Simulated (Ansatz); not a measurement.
NbWCN

Input file:

```
crystal:
  lattice:
    - [3.9576994803, 0.0, 0.0]
    - [0.0, 3.9576994803, 0.0]
    - [0.0, 0.0, 3.9730398896]
  atoms:
    - { symbol: Nb, position: [0.5, 0.5, 0.5] }
    - { symbol: W, position: [0.0, 0.0, 0.5] }
    - { symbol: C, position: [0.5, 0.5, 0.0] }
    - { symbol: "N", position: [0.0, 0.0, 0.0] }
basis:
  ecutwfc: 420
kpoints:
  mp_grid: { grid: [12, 12, 12] }
hamiltonian:
  xc: pbe
scf:
  occupations: { method: gaussian, width: 0.1 }
output:
  forces: true
  stress: true
  eigenvalues: true
  write_density: true
  write_potential: true
  elf: true
  volumetric_format: npy
relax:
  adjacent_minimum: "off"
  f_tol: 0.01
  max_steps: 80
  cell: { stress_tol: 0.05 }
```

Launched as:

```sh
ansatz run input.yaml --threads 1 --pin off --max-ram 2560MiB --backend cpu --events-out ev --progress --plain --runs-dir out
```

Below, planes, directions and counts refer to the conventional cell (a = 3.99 Å, b = 3.99 Å, c = 3.96 Å, α = 90.00°, β = 90.00°, γ = 90.00°).

The fields are those of the run's last geometry, not of the input's.

Space group P4/mmm; a structure generated by program, which may or may not match a known phase.

Theory: DFT PBE, scalar-relativistic, plane waves, PAW (Ansatz 0.2.0).

**Predict the valence pseudo-density and electron localisation function between the atoms.**

Nb–C (1.98 Å): ρ is about 1 e/Å³ halfway; the ELF peaks at about 0.85 in the valence shell of C, 0.6 Å from its nucleus, and drops to about 0.35 between the two atoms.
W–N (1.98 Å): ρ at the midpoint is about 1 e/Å³; the ELF peaks at about 0.90 in the valence shell of N, 0.6 Å from its nucleus, and drops to about 0.25 between the two atoms.
Nb–W (2.82 Å): ρ at the midpoint is about 0.35 e/Å³; the ELF is about 0.40 at the midpoint.

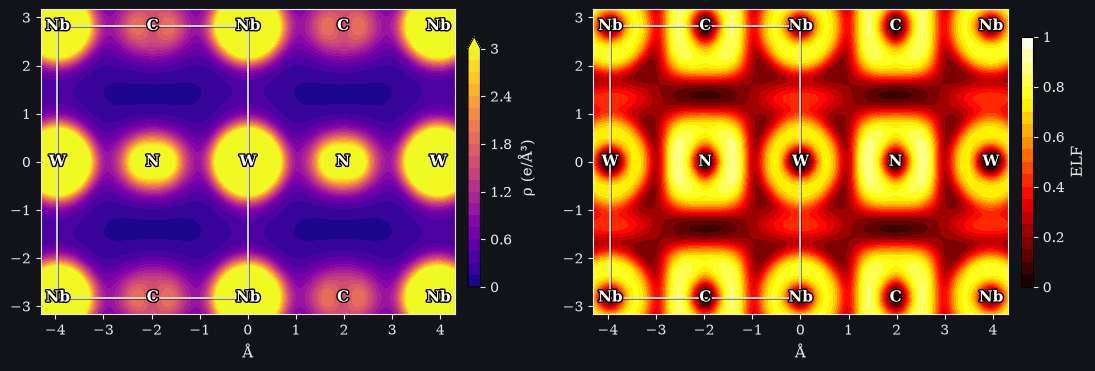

Computed valence pseudo-density and electron localisation function on the (11̄0) plane of the conventional cell, in this order. 
